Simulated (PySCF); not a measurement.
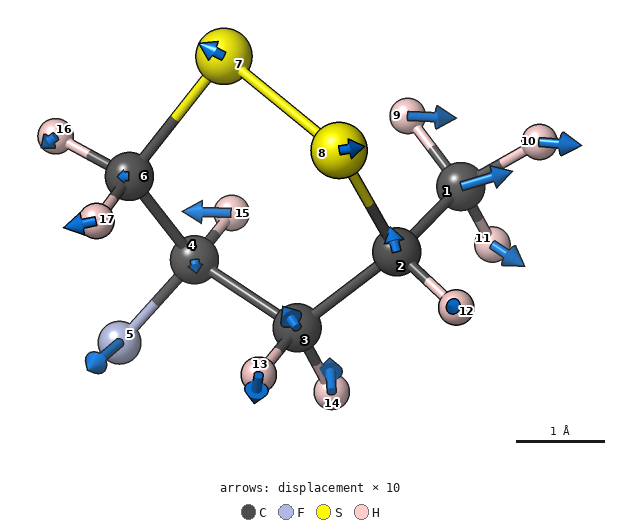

This is a relaxation of C₅H₉FS₂. The starting structure is drawn; blue arrows show the displacements, 10 times their true length. The two geometries are superimposed by the best rigid fit.

A ball-and-stick model, seen at a tilt.

The start comes from GFN2-xTB. Its atoms were then displaced at random by about 0.01 Å.

The calculation used PBE0-D3(BJ)/def2-SVP geometry optimisation, gas phase (PySCF 2.14.0, density-fitted response routines). 

Question: Which element moves most?

Answer: Fluorine: up to 0.086 Å, against 0.063 Å for carbon.

Question: Describe the change and its energy.

Answer: The energy falls by 0.124 eV in 6 geometry steps. The atom that moves furthest after the best rigid fit is F5 (0.086 Å). Largest moves by element: F 0.086 Å, C 0.063 Å, H 0.058 Å, S 0.034 Å. Some distances before and after: C3–C4 1.569 → 1.522 Å, S7–S8 2.030 → 2.070 Å, C2–S8 1.863 → 1.836 Å, C2–H12 1.078 → 1.104 Å. Bond angles that change, for instance: F5–C4–C6 110.6° → 107.9°, C3–C4–H15 108.1° → 110.5°, C2–C1–H9 113.3° → 111.1°. Cost: 2.4 min on 1 thread of Arm Neoverse N1, with other jobs on the host.
